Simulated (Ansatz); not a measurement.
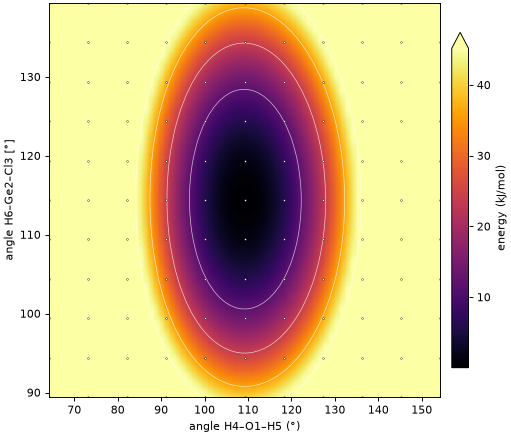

ClGeH4O, SMILES [OH2+][GeH2][Cl], charge +1. 
- Coordinates scanned: (1) angle H4–O1–H5; (2) angle H6–Ge2–Cl3.
- Nothing is relaxed (all other coordinates rigid).
- The scan uses an 11 × 11 grid.
- Energies: kJ/mol, counted from the lowest grid point.
- Theory: RKS PBE0-D4/def2-TZVP in Ansatz.

Drawn: a smooth colour map with a few white contour lines, dots at the grid points, one colour for all values above the top of the scale. Between grid points the surface is interpolated.

Where is the minimum, and how stiff is the well along each coordinate?

The interpolated minimum is at angle H4–O1–H5 ≈ 109.2°, angle H6–Ge2–Cl3 ≈ 114.4°. The curvatures there are about 4.9 eV/rad² and 4.2 eV/rad², with a cross term of about 0 eV/rad². Round the minimum the two coordinates are nearly uncoupled. (1 eV is 96.5 kJ/mol.)
